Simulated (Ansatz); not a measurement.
FH₆NSi₂ (SMILES F[SiH2]N[SiH3])

The calculation's input:

```
crystal:
  periodic: [false, false, false]
  atoms:
    - {symbol: F, position_ang: [-2.181006, 0.400076, -1.256829]}
    - {symbol: Si, position_ang: [-0.764481, 1.023690, -0.845247]}
    - {symbol: N, position_ang: [0.397604, -0.171314, -0.482199]}
    - {symbol: Si, position_ang: [0.699046, -0.942831, 1.040382]}
    - {symbol: H, position_ang: [-0.309533, 1.809096, -2.014692]}
    - {symbol: H, position_ang: [-1.001717, 1.841057, 0.363373]}
    - {symbol: H, position_ang: [0.903348, -0.543691, -1.274570]}
    - {symbol: H, position_ang: [0.339214, -2.385618, 1.014387]}
    - {symbol: H, position_ang: [-0.134652, -0.240692, 2.046620]}
    - {symbol: H, position_ang: [2.135278, -0.840773, 1.411674]}
basis:
  gaussian: {orbitals: def2-TZVPP}
hamiltonian: {xc: pbe0, dispersion: d4}
output: {orbitals: {seedname: orbitals}}
```

Run with:

```sh
ansatz run in.yaml --threads 2 --pin off --events-out ev --progress --plain --max-ram 20480MiB --backend cpu
```

Geometry: PBE0-D4/def2-TZVP.

Method: RKS PBE0-D4/def2-TZVPP in Ansatz 0.2.0.

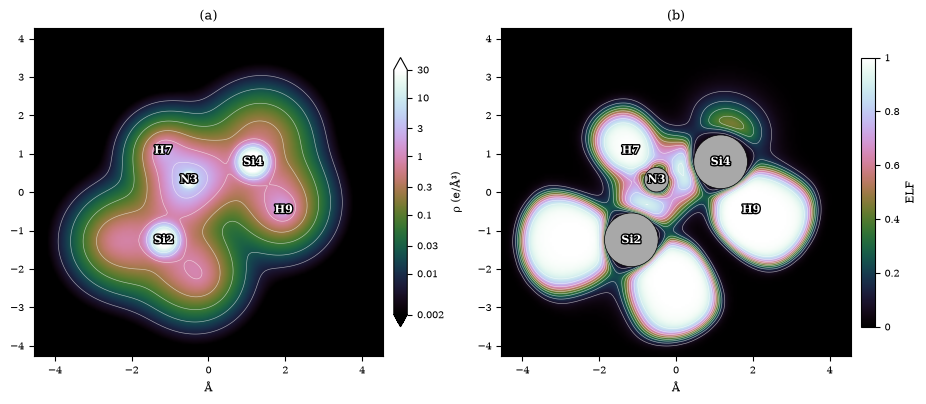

Figure 1. (a) total electron density; (b) electron localisation function on the plane of atoms N3, Si4 and H9. Grey discs cover the atomic cores in the ELF map.

What do the fields say about this system?

- The section cuts through Si, N and H sites.
- Si–N (1.71 Å): ρ is about 1.2 e/Å³ halfway; the ELF peaks at about 0.90 between the atoms, as expected for a polar covalent bond.
- N–H (1.01 Å): ρ is about 2.8 e/Å³ halfway; the ELF climbs to about 1 towards the hydrogen, as it does in any bond to H: an ordinary covalent bond to hydrogen.
- Si–H (1.48 Å): the density is about 0.82 e/Å³ at the midpoint; the ELF climbs to about 1 towards the hydrogen.

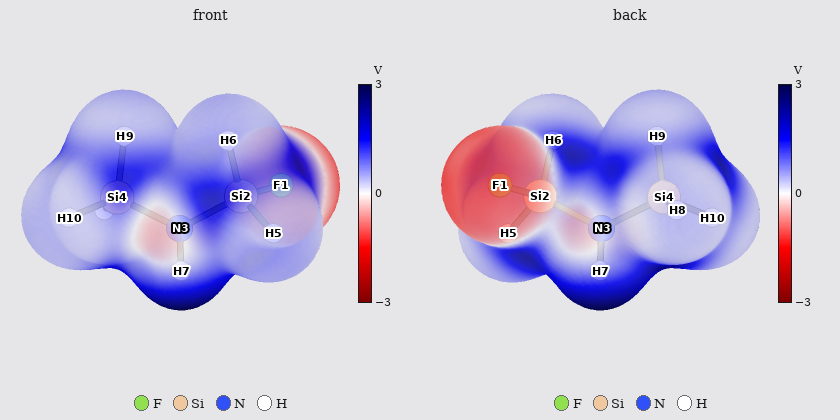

Figure 2. The molecular electrostatic potential painted on the density surface at 0.004 e/bohr³, seen from the front and from behind; red is negative and blue positive.

Which sites attract a positive test charge, and which a negative one?

A positive charge is drawn to the negative regions and a negative charge to the positive ones. The most negative region (about −1.1 V, or −25 kcal/mol for a unit charge) lies over F1, the most positive (about +2.9 V, or +67 kcal/mol for a unit charge) over H7.

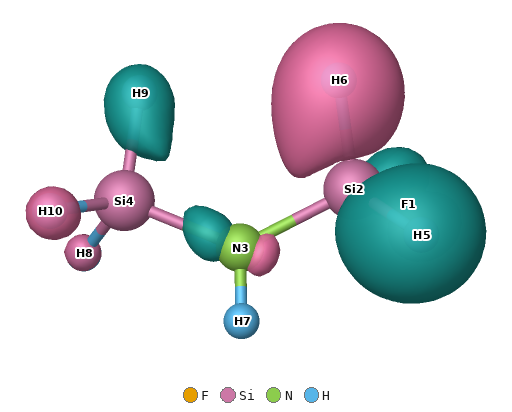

Figure 3. The HOMO−1 at ±0.15 Å⁻³ᐟ² (teal and pink are the two phases), seen at a tilt.

Where does this orbital lie, and at what energy?

Its weight (Hirshfeld) is mainly on Si2 (about 30 %), H5 (about 25 %), H6 (about 20 %), F1 (about 10 %) and Si4 (about 5 %). Its energy is −9.41 eV.
